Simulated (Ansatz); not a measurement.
# AlF₃ (singlet): PBE, r2SCAN, PBE0, B3LYP, r2SCAN0, wB97M-V, B2PLYP, RPA-PBE over displaced geometries, cc-pVDZ, part 2 of 2

Ansatz 0.2.0, Gaussian basis; cc-pVDZ, all electrons in the functionals, frozen cores in the correlation of double hybrids and RPA. Earlier steps stand in the parts before.

### 15 r2SCAN0, displaced geometry v1

in.yaml reads:

```yaml
crystal:
  periodic: [false, false, false]
  atoms:
    - {symbol: Al, position_ang: [0.002115, -0.001669, 0.020108]}
    - {symbol: F, position_ang: [1.630280, -0.005110, 0.008822]}
    - {symbol: F, position_ang: [-0.776253, 1.445899, -0.036191]}
    - {symbol: F, position_ang: [-0.857030, -1.438418, -0.001189]}
basis:
  gaussian: {orbitals: cc-pVDZ}
hamiltonian: {xc: {name: r2SCAN0}}
```

Run with:

```bash
> ansatz run in.yaml --threads 1 --pin off --events-out ev --progress --plain --max-ram 2393MiB
```

Log, shortened:

```text
Functional definition: r2SCAN0
  name "r2SCAN0"
  cite "Bursch, Neugebauer, Ehlert & Grimme, J. Chem. Phys. 156, 134105 (2022) doi:10.1063/5.0086040"
  cite "Furness, Kaplan, Ning, Perdew & Sun, J. Phys. Chem. Lett. 11, 8208 (2020) doi:10.1021/acs.jpclett.0c02405"
  cite "Furness, Kaplan, Ning, Perdew & Sun, J. Phys. Chem. Lett. 11, 9248 (2020) doi:10.1021/acs.jpclett.0c03077"
  parent r2scan
[...]
565 factors; integrals over basis functions are off by at most 4.2e-4 eV
[...]
mean field -14747.99895698 eV, -541.9789651164 hartree, gradient 8.4e-5 eV, S^2 0.000000; 0 other end points of the search recorded, 0 dependent functions left out
reference -14747.99896857 eV, -541.9789655424 hartree; 20, 20 occupied and 40, 40 virtual orbitals, 565 factors
Total energy: -14747.99896857 eV, -541.9789655424 hartree
```

It took 2.6 s on 1 thread of Arm Neoverse V1, shared host.

From charge 0, singlet: -0.7 kcal/mol.

### 16 wB97M-V, charge 0, singlet

in.yaml reads:

```yaml
crystal:
  periodic: [false, false, false]
  atoms:
    - {symbol: Al, position_ang: [0.000000, 0.000000, 0.000000]}
    - {symbol: F, position_ang: [1.628998, 0.012702, -0.000133]}
    - {symbol: F, position_ang: [-0.825499, 1.404401, -0.002533]}
    - {symbol: F, position_ang: [-0.803499, -1.417102, 0.002667]}
basis:
  gaussian: {orbitals: cc-pVDZ}
hamiltonian: {xc: {name: wB97M-V}}
output: {orbitals: {seedname: orbitals}}
```

The command is unchanged.

Log, shortened:

```text
Functional definition: wB97M-V
  name "wB97M-V"
  cite "Mardirossian & Head-Gordon, J. Chem. Phys. 144, 214110 (2016) doi:10.1063/1.4952647"
  cite "Becke, J. Chem. Phys. 107, 8554 (1997) doi:10.1063/1.475007"
  cite "Vydrov & Van Voorhis, J. Chem. Phys. 133, 244103 (2010) doi:10.1063/1.3521275"
  # Of w^i u^j: cxij and so on, Table III.
[...]
  gx(w, u) = 1 - cx + cx01*u + cx10*w
  gss(w, u) = css00 + css04*u^4 + css10*w + css20*w^2 + css43*w^4*u^3
  gos(w, u) = cos00 + cos10*w + (cos20 + cos21*u)*w^2 + (cos60 + cos61*u)*w^6
[...]
      + integral(e_c_pw_mod_opposite_spin*gos(b97_w_opposite, b97_u_opposite)) + vv10(b, c)
566 factors; integrals over basis functions are off by at most 4.1e-4 eV
132 factors; integrals over basis functions are off by at most 4.9e-6 eV
[...]
mean field -14750.99684086 eV, -542.0891353170 hartree, gradient 2.2e-5 eV, S^2 0.000000; 0 other end points of the search recorded, 0 dependent functions left out
reference -14750.99689240 eV, -542.0891372108 hartree; 20, 20 occupied and 40, 40 virtual orbitals, 566 factors
Total energy: -14750.99689240 eV, -542.0891372108 hartree
```

Wall time 6 s (1 thread of Arm Neoverse V1, shared host).

### 17 wB97M-V, displaced geometry v1

in.yaml reads:

```yaml
crystal:
  periodic: [false, false, false]
  atoms:
    - {symbol: Al, position_ang: [0.002115, -0.001669, 0.020108]}
    - {symbol: F, position_ang: [1.630280, -0.005110, 0.008822]}
    - {symbol: F, position_ang: [-0.776253, 1.445899, -0.036191]}
    - {symbol: F, position_ang: [-0.857030, -1.438418, -0.001189]}
basis:
  gaussian: {orbitals: cc-pVDZ}
hamiltonian: {xc: {name: wB97M-V}}
output: {orbitals: {seedname: orbitals}}
```

Same command.

Log, shortened:

```text
Functional definition: wB97M-V
  name "wB97M-V"
  cite "Mardirossian & Head-Gordon, J. Chem. Phys. 144, 214110 (2016) doi:10.1063/1.4952647"
  cite "Becke, J. Chem. Phys. 107, 8554 (1997) doi:10.1063/1.475007"
  cite "Vydrov & Van Voorhis, J. Chem. Phys. 133, 244103 (2010) doi:10.1063/1.3521275"
  # Of w^i u^j: cxij and so on, Table III.
[...]
  gx(w, u) = 1 - cx + cx01*u + cx10*w
  gss(w, u) = css00 + css04*u^4 + css10*w + css20*w^2 + css43*w^4*u^3
  gos(w, u) = cos00 + cos10*w + (cos20 + cos21*u)*w^2 + (cos60 + cos61*u)*w^6
[...]
      + integral(e_c_pw_mod_opposite_spin*gos(b97_w_opposite, b97_u_opposite)) + vv10(b, c)
565 factors; integrals over basis functions are off by at most 4.2e-4 eV
132 factors; integrals over basis functions are off by at most 5.0e-6 eV
[...]
mean field -14751.04357198 eV, -542.0908526540 hartree, gradient 1.4e-5 eV, S^2 0.000000; 0 other end points of the search recorded, 0 dependent functions left out
reference -14751.04362337 eV, -542.0908545425 hartree; 20, 20 occupied and 40, 40 virtual orbitals, 565 factors
Total energy: -14751.04362337 eV, -542.0908545425 hartree
```

It took 6 s on 1 thread of Arm Neoverse V1, shared host.

From charge 0, singlet: -1.1 kcal/mol.

### 18 wB97M-V, displaced geometry v2

in.yaml reads:

```yaml
crystal:
  periodic: [false, false, false]
  atoms:
    - {symbol: Al, position_ang: [0.058430, 0.021491, -0.008288]}
    - {symbol: F, position_ang: [1.522554, 0.042567, 0.003172]}
    - {symbol: F, position_ang: [-0.855323, 1.401842, -0.007408]}
    - {symbol: F, position_ang: [-0.750214, -1.474931, 0.016006]}
basis:
  gaussian: {orbitals: cc-pVDZ}
hamiltonian: {xc: {name: wB97M-V}}
output: {forces: true, orbitals: {seedname: orbitals}}
```

Same command.

Log, shortened:

```text
Functional definition: wB97M-V
  name "wB97M-V"
  cite "Mardirossian & Head-Gordon, J. Chem. Phys. 144, 214110 (2016) doi:10.1063/1.4952647"
  cite "Becke, J. Chem. Phys. 107, 8554 (1997) doi:10.1063/1.475007"
  cite "Vydrov & Van Voorhis, J. Chem. Phys. 133, 244103 (2010) doi:10.1063/1.3521275"
  # Of w^i u^j: cxij and so on, Table III.
[...]
  gx(w, u) = 1 - cx + cx01*u + cx10*w
  gss(w, u) = css00 + css04*u^4 + css10*w + css20*w^2 + css43*w^4*u^3
  gos(w, u) = cos00 + cos10*w + (cos20 + cos21*u)*w^2 + (cos60 + cos61*u)*w^6
[...]
      + integral(e_c_pw_mod_opposite_spin*gos(b97_w_opposite, b97_u_opposite)) + vv10(b, c)
566 factors; integrals over basis functions are off by at most 3.4e-4 eV
132 factors; integrals over basis functions are off by at most 5.0e-6 eV
[...]
mean field -14750.12002343 eV, -542.0569128708 hartree, gradient 4.3e-5 eV, S^2 0.000000; 0 other end points of the search recorded, 0 dependent functions left out
[...]
reference -14750.12007483 eV, -542.0569147597 hartree; 20, 20 occupied and 40, 40 virtual orbitals, 566 factors
Total energy: -14750.12007483 eV, -542.0569147597 hartree
Atom 0 at     0.058430     0.021491    -0.008288 Å, force   -10.909688    -1.420113     0.000031 eV/Å
Atom 1 at     1.522554     0.042567     0.003172 Å, force    10.921065     0.243641     0.057061 eV/Å
Atom 2 at    -0.855323     1.401842    -0.007408 Å, force    -0.313005     0.557716    -0.023749 eV/Å
Atom 3 at    -0.750214    -1.474931     0.016006 Å, force     0.301628     0.618756    -0.033343 eV/Å
Dipole moment:     0.136691     0.056016    -0.019761 e Å
```

Run time: 7 s. Hardware: 1 thread of Arm Neoverse V1, shared host.

From charge 0, singlet: +20.2 kcal/mol.

### 19 B2PLYP, charge 0, singlet

in.yaml reads:

```yaml
crystal:
  periodic: [false, false, false]
  atoms:
    - {symbol: Al, position_ang: [0.000000, 0.000000, 0.000000]}
    - {symbol: F, position_ang: [1.628998, 0.012702, -0.000133]}
    - {symbol: F, position_ang: [-0.825499, 1.404401, -0.002533]}
    - {symbol: F, position_ang: [-0.803499, -1.417102, 0.002667]}
basis:
  gaussian: {orbitals: cc-pVDZ}
hamiltonian: {xc: {name: B2PLYP}}
correlation: {electrons: outside_noble_gas}
```

Launched as before.

Log, shortened:

```text
Functional definition: B2PLYP
  name "B2PLYP"
  cite "Grimme, J. Chem. Phys. 124, 034108 (2006) doi:10.1063/1.2148954"
  cite "Becke, Phys. Rev. A 38, 3098 (1988) doi:10.1103/PhysRevA.38.3098"
  cite "Lee, Yang & Parr, Phys. Rev. B 37, 785 (1988) doi:10.1103/PhysRevB.37.785"
[...]
566 factors; integrals over basis functions are off by at most 4.1e-4 eV
[...]
mean field -14738.87910636 eV, -541.6438167877 hartree, gradient 3.2e-6 eV, S^2 0.000000; 0 other end points of the search recorded, 0 dependent functions left out
8 core orbitals not correlated: weight in the atoms' cores, before any rotation towards them, 1.000 or more for the frozen orbitals, at most 0.000 for the correlated occupied ones
reference -14738.87924294 eV, -541.6438218067 hartree; 12, 12 occupied and 40, 40 virtual orbitals, 566 factors
second order -20.21490093 eV of doubles, -0.00000000 eV of singles
Total energy: -14744.33726619 eV, -541.8444004616 hartree
```

Wall time 1.9 s (1 thread of Arm Neoverse V1, shared host).

### 20 B2PLYP, displaced geometry v1

in.yaml reads:

```yaml
crystal:
  periodic: [false, false, false]
  atoms:
    - {symbol: Al, position_ang: [0.002115, -0.001669, 0.020108]}
    - {symbol: F, position_ang: [1.630280, -0.005110, 0.008822]}
    - {symbol: F, position_ang: [-0.776253, 1.445899, -0.036191]}
    - {symbol: F, position_ang: [-0.857030, -1.438418, -0.001189]}
basis:
  gaussian: {orbitals: cc-pVDZ}
hamiltonian: {xc: {name: B2PLYP}}
correlation: {electrons: outside_noble_gas}
```

Same command.

Log, shortened:

```text
Functional definition: B2PLYP
  name "B2PLYP"
  cite "Grimme, J. Chem. Phys. 124, 034108 (2006) doi:10.1063/1.2148954"
  cite "Becke, Phys. Rev. A 38, 3098 (1988) doi:10.1103/PhysRevA.38.3098"
  cite "Lee, Yang & Parr, Phys. Rev. B 37, 785 (1988) doi:10.1103/PhysRevB.37.785"
[...]
565 factors; integrals over basis functions are off by at most 4.2e-4 eV
[...]
mean field -14738.90535181 eV, -541.6447812902 hartree, gradient 2.9e-6 eV, S^2 0.000000; 0 other end points of the search recorded, 0 dependent functions left out
8 core orbitals not correlated: weight in the atoms' cores, before any rotation towards them, 1.000 or more for the frozen orbitals, at most 0.000 for the correlated occupied ones
reference -14738.90548872 eV, -541.6447863215 hartree; 12, 12 occupied and 40, 40 virtual orbitals, 565 factors
second order -20.29871899 eV of doubles, -0.00000000 eV of singles
Total energy: -14744.38614285 eV, -541.8461966457 hartree
```

Wall time 1.8 s (1 thread of Arm Neoverse V1, shared host).

From charge 0, singlet: -1.1 kcal/mol.

### 21 B2PLYP, displaced geometry v2

in.yaml reads:

```yaml
crystal:
  periodic: [false, false, false]
  atoms:
    - {symbol: Al, position_ang: [0.058430, 0.021491, -0.008288]}
    - {symbol: F, position_ang: [1.522554, 0.042567, 0.003172]}
    - {symbol: F, position_ang: [-0.855323, 1.401842, -0.007408]}
    - {symbol: F, position_ang: [-0.750214, -1.474931, 0.016006]}
basis:
  gaussian: {orbitals: cc-pVDZ}
hamiltonian: {xc: {name: B2PLYP}}
correlation: {electrons: outside_noble_gas}
```

The command is unchanged.

Log, shortened:

```text
Functional definition: B2PLYP
  name "B2PLYP"
  cite "Grimme, J. Chem. Phys. 124, 034108 (2006) doi:10.1063/1.2148954"
  cite "Becke, Phys. Rev. A 38, 3098 (1988) doi:10.1103/PhysRevA.38.3098"
  cite "Lee, Yang & Parr, Phys. Rev. B 37, 785 (1988) doi:10.1103/PhysRevB.37.785"
[...]
566 factors; integrals over basis functions are off by at most 3.4e-4 eV
[...]
mean field -14738.03193689 eV, -541.6126838840 hartree, gradient 4.3e-6 eV, S^2 0.000000; 0 other end points of the search recorded, 0 dependent functions left out
8 core orbitals not correlated: weight in the atoms' cores, before any rotation towards them, 0.999 or more for the frozen orbitals, at most 0.000 for the correlated occupied ones
reference -14738.03207301 eV, -541.6126888863 hartree; 12, 12 occupied and 40, 40 virtual orbitals, 566 factors
second order -20.10150062 eV of doubles, -0.00000000 eV of singles
Total energy: -14743.45947818 eV, -541.8121423474 hartree
```

Run time: 1.9 s. Hardware: 1 thread of Arm Neoverse V1, shared host.

From charge 0, singlet: +20.2 kcal/mol.

### 22 RPA-PBE, charge 0, singlet

in.yaml reads:

```yaml
crystal:
  periodic: [false, false, false]
  atoms:
    - {symbol: Al, position_ang: [0.000000, 0.000000, 0.000000]}
    - {symbol: F, position_ang: [1.628998, 0.012702, -0.000133]}
    - {symbol: F, position_ang: [-0.825499, 1.404401, -0.002533]}
    - {symbol: F, position_ang: [-0.803499, -1.417102, 0.002667]}
basis:
  gaussian: {orbitals: cc-pVDZ}
hamiltonian: {xc: {name: PBE}}
correlation: {method: rpa, electrons: outside_noble_gas}
```

The command is unchanged.

Log:

```text
Functional definition: PBE
  name "PBE"
  cite "Perdew, Burke & Ernzerhof, Phys. Rev. Lett. 77, 3865 (1996) doi:10.1103/PhysRevLett.77.3865"
  parent pbe
  parameter kappa = 0.804
  parameter beta = 0.06672455060314922
  exchange = pbe_x(kappa = kappa, mu = beta*pi^2/3)
  correlation = pbe_c(beta = beta)
566 factors; integrals over basis functions are off by at most 4.1e-4 eV
mean field evaluation 1: about -14735.7624 eV, gradient 6.1e1 eV
mean field evaluation 2: about -14735.7627 eV, gradient 6.1e1 eV
mean field evaluation 4: about -14741.4905 eV, gradient 2.3e0 eV
mean field evaluation 8: about -14741.5054 eV, gradient 2.4e-2 eV
mean field -14741.50542113 eV, -541.7403320755 hartree, gradient 8.6e-6 eV, S^2 0.000000; 0 other end points of the search recorded, 0 dependent functions left out
8 core orbitals not correlated: weight in the atoms' cores, before any rotation towards them, 1.000 or more for the frozen orbitals, at most 0.000 for the correlated occupied ones
reference -14705.45920709 eV, -540.4156581424 hartree; 12, 12 occupied and 40, 40 virtual orbitals, 566 factors
Total energy: -14729.70361738 eV, -541.3066237871 hartree
```

It took 1.5 s on 1 thread of Arm Neoverse V1, shared host.

### 23 RPA-PBE, displaced geometry v1

in.yaml reads:

```yaml
crystal:
  periodic: [false, false, false]
  atoms:
    - {symbol: Al, position_ang: [0.002115, -0.001669, 0.020108]}
    - {symbol: F, position_ang: [1.630280, -0.005110, 0.008822]}
    - {symbol: F, position_ang: [-0.776253, 1.445899, -0.036191]}
    - {symbol: F, position_ang: [-0.857030, -1.438418, -0.001189]}
basis:
  gaussian: {orbitals: cc-pVDZ}
hamiltonian: {xc: {name: PBE}}
correlation: {method: rpa, electrons: outside_noble_gas}
```

Same command.

Log, shortened:

```text
Functional definition: PBE
  name "PBE"
  cite "Perdew, Burke & Ernzerhof, Phys. Rev. Lett. 77, 3865 (1996) doi:10.1103/PhysRevLett.77.3865"
  parent pbe
[...]
565 factors; integrals over basis functions are off by at most 4.2e-4 eV
[...]
mean field -14741.57847215 eV, -541.7430166507 hartree, gradient 4.4e-7 eV, S^2 0.000000; 0 other end points of the search recorded, 0 dependent functions left out
8 core orbitals not correlated: weight in the atoms' cores, before any rotation towards them, 1.000 or more for the frozen orbitals, at most 0.000 for the correlated occupied ones
reference -14705.44664620 eV, -540.4151965380 hartree; 12, 12 occupied and 40, 40 virtual orbitals, 565 factors
Total energy: -14729.77485049 eV, -541.3092415555 hartree
```

It took 1.5 s on 1 thread of Arm Neoverse V1, shared host.

From charge 0, singlet: -1.6 kcal/mol.

### 24 RPA-PBE, displaced geometry v2

in.yaml reads:

```yaml
crystal:
  periodic: [false, false, false]
  atoms:
    - {symbol: Al, position_ang: [0.058430, 0.021491, -0.008288]}
    - {symbol: F, position_ang: [1.522554, 0.042567, 0.003172]}
    - {symbol: F, position_ang: [-0.855323, 1.401842, -0.007408]}
    - {symbol: F, position_ang: [-0.750214, -1.474931, 0.016006]}
basis:
  gaussian: {orbitals: cc-pVDZ}
hamiltonian: {xc: {name: PBE}}
correlation: {method: rpa, electrons: outside_noble_gas}
```

Launched as before.

Log, shortened:

```text
Functional definition: PBE
  name "PBE"
  cite "Perdew, Burke & Ernzerhof, Phys. Rev. Lett. 77, 3865 (1996) doi:10.1103/PhysRevLett.77.3865"
  parent pbe
[...]
566 factors; integrals over basis functions are off by at most 3.4e-4 eV
[...]
mean field -14740.60095626 eV, -541.7070936045 hartree, gradient 4.0e-6 eV, S^2 0.000000; 0 other end points of the search recorded, 0 dependent functions left out
8 core orbitals not correlated: weight in the atoms' cores, before any rotation towards them, 0.999 or more for the frozen orbitals, at most 0.001 for the correlated occupied ones
reference -14704.64916212 eV, -540.3858895388 hartree; 12, 12 occupied and 40, 40 virtual orbitals, 566 factors
Total energy: -14728.78906439 eV, -541.2730145847 hartree
```

It took 1.6 s on 1 thread of Arm Neoverse V1, shared host.

From charge 0, singlet: +21.1 kcal/mol.

### 25 The comparison

The yardstick is RCCSDT(Q), where the cluster series has nearly closed. It and the other wave-function rows come from earlier runs at the same points. Energies in kcal/mol, counted from charge 0, singlet; blanks weren't run or aren't comparable.

| level | displacement v1 | displacement v2 |
| --- | --- | --- |
| RCCSDT(Q) | -1.4 | 20.8 |
| PBE | -1.7 | 20.9 |
| r2SCAN | -1.1 | 20.1 |
| PBE0 | -1.0 | 20.0 |
| B3LYP | -1.1 | 20.1 |
| r2SCAN0 | -0.7 |  |
| wB97M-V | -1.1 | 20.2 |
| B2PLYP | -1.1 | 20.2 |
| RPA-PBE | -1.6 | 21.1 |
| RHF | -0.3 | 19.3 |
| RMP2 | -1.4 | 20.9 |
| RCCSD | -1.2 | 20.7 |
| RCCSD(T) | -1.3 | 20.8 |

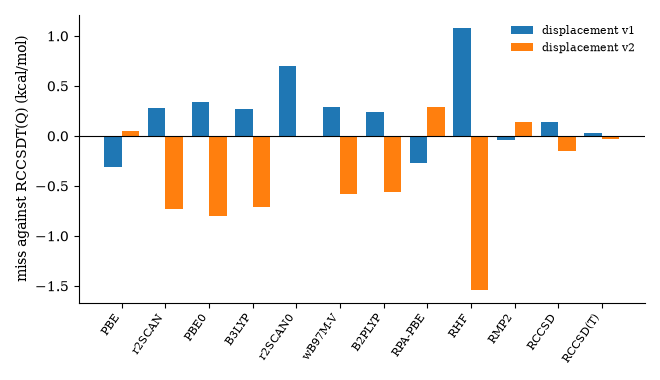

Misses of the gaps against RCCSDT(Q).

Largest miss and mean time a point (RCCSDT(Q) took 3.5 min a point; shared hosts):

| level | largest miss (kcal/mol) | where | time a point |
| --- | --- | --- | --- |
| PBE | -0.3 | displacement v1 | 0.84 s |
| r2SCAN | -0.7 | displacement v2 | 2.4 s |
| PBE0 | -0.8 | displacement v2 | 1.3 s |
| B3LYP | -0.7 | displacement v2 | 1.2 s |
| r2SCAN0 | +0.7 | displacement v1 | 2.5 s |
| wB97M-V | -0.6 | displacement v2 | 6.4 s |
| B2PLYP | -0.6 | displacement v2 | 1.9 s |
| RPA-PBE | +0.3 | displacement v2 | 1.5 s |
| RHF | -1.5 | displacement v2 |  |
| RMP2 | +0.1 | displacement v2 |  |
| RCCSD | -0.1 | displacement v2 |  |
| RCCSD(T) | 0.0 | displacement v1 | 2.7 s |

### 26 What came out

What follows sums up all 2 parts.

```
                  quantity                            value
displacement v1, RCCSDT(Q)                    -1.4 kcal/mol
displacement v2, RCCSDT(Q)                    20.8 kcal/mol
         largest miss, PBE  -0.3 kcal/mol (displacement v1)
      largest miss, r2SCAN  -0.7 kcal/mol (displacement v2)
        largest miss, PBE0  -0.8 kcal/mol (displacement v2)
       largest miss, B3LYP  -0.7 kcal/mol (displacement v2)
     largest miss, r2SCAN0  +0.7 kcal/mol (displacement v1)
     largest miss, wB97M-V  -0.6 kcal/mol (displacement v2)
      largest miss, B2PLYP  -0.6 kcal/mol (displacement v2)
     largest miss, RPA-PBE  +0.3 kcal/mol (displacement v2)
    largest miss, RCCSD(T)   0.0 kcal/mol (displacement v1)
```

**Reading.** Misses are known at 2 of 2 points at best, and only functionals with that many are ranked. Of the functionals, PBE and RPA-PBE keep the smallest largest miss at the points compared (at most 0.3 kcal/mol) and PBE0 strays most (0.8 kcal/mol, at displacement v2). Functionals and the yardstick converge differently with the basis, so part of each miss in cc-pVDZ is the basis.
